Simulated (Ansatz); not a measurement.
# GaBH4O: single points off equilibrium

Aim: energy, forces and dipole at a structure displaced at random from a GFN2-xTB minimum, from CCSD(T) and from density functionals.

Computed with Ansatz 0.2.0, Gaussian basis. Level: single points in def2-TZVPP.

Cores are frozen in the correlated methods. Filled d shells of the heavier atoms are correlated.

### Step 1. Starting geometry

SMILES `[BH2][GaH][OH]`, 7 atoms, charge 0, spin multiplicity 1.

Atoms are counted from 1 here; the program's logs count them from 0.

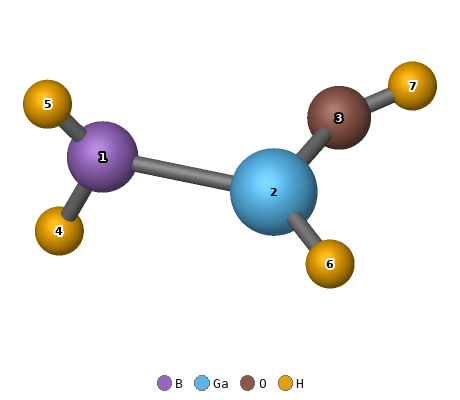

Start geometry, drawn with boron purple, gallium blue, oxygen brown, hydrogen amber; atoms are numbered from 1 in the order of the file.

Geometry (Å):

```mol
BGaH4O
  3D, bonds by distance, orders not assigned

  7  6  0  0  0  0  0  0  0  0999 V2000
   -1.4474    0.0838    0.0235 B   0  0
    0.7288    0.1430    0.5562 Ga  0  0
    1.3572   -0.1461   -0.9815 O   0  0
   -2.0404   -1.1322    0.1690 H   0  0
   -2.0842    0.9338   -0.0425 H   0  0
    1.5523    0.1763    1.7488 H   0  0
    2.2142   -0.0809   -1.4946 H   0  0
  1  2  8  0
  1  4  8  0
  1  5  8  0
  2  3  8  0
  2  6  8  0
  3  7  8  0
M  END
```

### Step 2. CCSD(T)/def2-TZVPP

run/in.yaml

```yaml
crystal:
  periodic: [false, false, false]
  atoms:
    - {symbol: B, position_ang: [-1.447400, 0.083800, 0.023500]}
    - {symbol: Ga, position_ang: [0.728800, 0.143000, 0.556200]}
    - {symbol: O, position_ang: [1.357200, -0.146100, -0.981500]}
    - {symbol: H, position_ang: [-2.040400, -1.132200, 0.169000]}
    - {symbol: H, position_ang: [-2.084200, 0.933800, -0.042500]}
    - {symbol: H, position_ang: [1.552300, 0.176300, 1.748800]}
    - {symbol: H, position_ang: [2.214200, -0.080900, -1.494600]}
basis:
  gaussian: {orbitals: def2-TZVPP}
correlation: {method: ccsd_t}
output: {forces: true}
```

No record of the launch command was kept for these runs.

### Step 3. PBE0-D4/def2-TZVPP

run/in.yaml, as its differences from that of step 2:

```diff
@@ -12,3 +12,3 @@
   gaussian: {orbitals: def2-TZVPP}
-correlation: {method: ccsd_t}
-output: {forces: true}
+hamiltonian: {xc: pbe0, dispersion: d4}
+output: {forces: true, orbitals: {seedname: orbitals}}
```

### Step 4. wB97M-V/def2-TZVPP

run/in.yaml, as its differences from that of step 3:

```diff
@@ -12,3 +12,3 @@
   gaussian: {orbitals: def2-TZVPP}
-hamiltonian: {xc: pbe0, dispersion: d4}
-output: {forces: true, orbitals: {seedname: orbitals}}
+hamiltonian: {xc: {name: wB97M-V}}
+output: {forces: true}
```

### Step 5. r2SCAN-D4/def2-TZVPP

run/in.yaml, as its differences from that of step 4:

```diff
@@ -12,3 +12,3 @@
   gaussian: {orbitals: def2-TZVPP}
-hamiltonian: {xc: {name: wB97M-V}}
+hamiltonian: {xc: r2scan, dispersion: d4}
 output: {forces: true}
```

### Step 6. PBE-D4/def2-TZVPP

run/in.yaml, as its differences from that of step 5:

```diff
@@ -12,3 +12,3 @@
   gaussian: {orbitals: def2-TZVPP}
-hamiltonian: {xc: r2scan, dispersion: d4}
+hamiltonian: {xc: pbe, dispersion: d4}
 output: {forces: true}
```

### Step 7. BHLYP-D4/def2-TZVPP

run/in.yaml, as its differences from that of step 6:

```diff
@@ -12,3 +12,3 @@
   gaussian: {orbitals: def2-TZVPP}
-hamiltonian: {xc: pbe, dispersion: d4}
+hamiltonian: {xc: {name: BHLYP}, dispersion: d4}
 output: {forces: true}
```

### Step 8. CAM-B3LYP-D4/def2-TZVPP

run/in.yaml, as its differences from that of step 7:

```diff
@@ -12,3 +12,3 @@
   gaussian: {orbitals: def2-TZVPP}
-hamiltonian: {xc: {name: BHLYP}, dispersion: d4}
+hamiltonian: {xc: {name: CAM-B3LYP}, dispersion: d4}
 output: {forces: true}
```

(Steps that only read results are left out.)

Q: Predict the outcome of this session. Wanted: energy less free atoms, CCSD(T)/def2-TZVPP; RMS force component; RMS force error; HOMO and LUMO, PBE0-D4; T1 diagnostic.

**Answer**, as computed:

```
                                  quantity                                                                                                 value
energy less free atoms, CCSD(T)/def2-TZVPP                                                                                       -461.8 kcal/mol
                       RMS force component                                                                  2.346 to 2.425 eV/Å over the methods
                           RMS force error  PBE0-D4 0.049, wB97M-V 0.065, r2SCAN-D4 0.070, PBE-D4 0.184, BHLYP-D4 0.194, CAM-B3LYP-D4 0.067 eV/Å
                    HOMO and LUMO, PBE0-D4                                                                                    -6.96 and -2.01 eV
                             T1 diagnostic                                                                                                 0.014
```

In words: Against CCSD(T) the functionals' energies less atoms differ by -12.4 to +5.6 kcal/mol, PBE-D4 by -11.0 kcal/mol. A larger basis would deepen the CCSD(T) value, while the functionals are nearly converged already, so the order here is not reliable. For forces PBE0-D4 does best and BHLYP-D4 worst.
